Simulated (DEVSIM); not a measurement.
System: Au/La2O3/p-Si capacitor, at 250 K.

```csv
layer (left to right),material,thickness (nm),Na (cm⁻³)
1,La2O3,8.40,-
2,Si,620,8.7e17
```

Metal gate on the left, work function 5.1 eV. Fixed charge at the semiconductor interface 1.2e12 cm⁻² (in units of +e); no interface traps.

This is a model device: material constants are rounded textbook-type values typed into the input, and sizes, dopings and lifetimes were drawn at random. Values at 300 K; Nc and Nv go as T^1.5, mobilities as T to minus their exponent, the gap by Varshni's rule with the affinity fixed.

```tsv
parameter	La2O3	Si
gap (eV)	5.8	1.124
affinity (eV)	1.8	4.05
permittivity	27	11.7
Nc (cm⁻³)	-	2.86e19
Nv (cm⁻³)	-	3.1e19
Varshni α (eV/K)	-	0.000473
Varshni β (K)	-	636
```

Simulated with DEVSIM: 1D Poisson equation in equilibrium, Boltzmann statistics, complete ionisation; no quantum confinement or tunnelling. Metal contacts follow the ideal Schottky-Mott rule: no Fermi-level pinning, no interface dipoles.

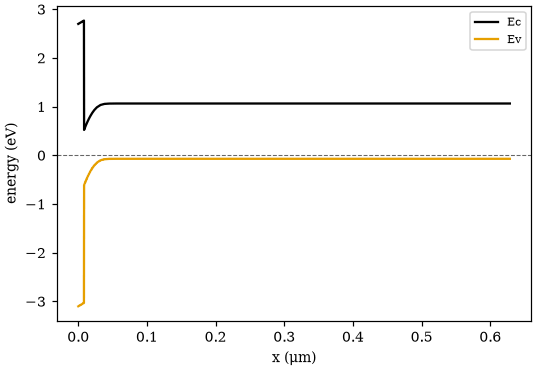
Fig. 1. Band edges at 0.6 V on the gate

Energies count from the Fermi level of the right contact; mesh points crowd at the junctions.

| x (μm) | Ec (eV) | Ev (eV) | n (cm⁻³) | p (cm⁻³) | field (V/cm) |
|---|---|---|---|---|---|
| 0.000 | 2.700 | -3.100 | < 1e2 | < 1e2 | 82000 |
| 0.0009545 | 2.708 | -3.092 | < 1e2 | < 1e2 | 82000 |
| 0.002470 | 2.720 | -3.080 | < 1e2 | < 1e2 | 82000 |
| 0.004740 | 2.739 | -3.061 | < 1e2 | < 1e2 | 82000 |
| 0.007217 | 2.760 | -3.041 | < 1e2 | < 1e2 | 82000 |
| 0.008256 | 2.768 | -3.032 | < 1e2 | < 1e2 | 82000 |
| 0.009168 | 0.548 | -0.588 | 2.0e8 | 3.3e7 | 370000 |
| 0.01173 | 0.637 | -0.499 | 3100000 | 2.0e9 | 330000 |
| 0.01578 | 0.760 | -0.376 | 11000 | 6.1e11 | 280000 |
| 0.02346 | 0.932 | -0.204 | < 1e2 | 1.8e15 | 170000 |
| 0.03806 | 1.056 | -0.080 | < 1e2 | 5.8e17 | 20000 |
| 0.08140 | 1.065 | -0.071 | < 1e2 | 8.7e17 | ≈ 0 |
| 0.1481 | 1.065 | -0.071 | < 1e2 | 8.7e17 | ≈ 0 |
| 0.2749 | 1.065 | -0.071 | < 1e2 | 8.7e17 | ≈ 0 |
| 0.4712 | 1.065 | -0.071 | < 1e2 | 8.7e17 | ≈ 0 |
| 0.5462 | 1.065 | -0.071 | < 1e2 | 8.7e17 | ≈ 0 |
| 0.5857 | 1.065 | -0.071 | < 1e2 | 8.7e17 | ≈ 0 |
| 0.6065 | 1.065 | -0.071 | < 1e2 | 8.7e17 | ≈ 0 |
| 0.6200 | 1.065 | -0.071 | < 1e2 | 8.7e17 | ≈ 0 |
| 0.6245 | 1.065 | -0.071 | < 1e2 | 8.7e17 | ≈ 0 |
| 0.6269 | 1.065 | -0.071 | < 1e2 | 8.7e17 | ≈ 0 |
| 0.6284 | 1.065 | -0.071 | < 1e2 | 8.7e17 | ≈ 0 |
